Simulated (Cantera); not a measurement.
Input: 1 mol Fe, 0.039 mol H2O, held at 75.0 Torr.

These are equilibrium values from Cantera (NASA tables, ideal gas, pure condensed phases), not measurements of a reactor. Candidate condensed phases: Fe, FeO, Fe(OH)2, Fe(OH)3, Fe2O3, Fe3O4, H2O; 12 gas species. Mutual solubility and eutectic melting of coexisting phases are not modelled. The tables' stoichiometric FeO is somewhat more stable than real wüstite, so its field is too wide. FeO: taken at fixed stoichiometry. Rates play no part.

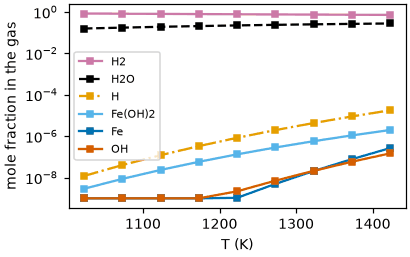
*Equilibrium gas composition (values under 1e-9 drawn at 1e-9)*

From 1023 K to 1173 K the condensed part is Fe(α) + FeO(s). From 1223 K to 1423 K the condensed part is Fe(γ) + FeO(s).
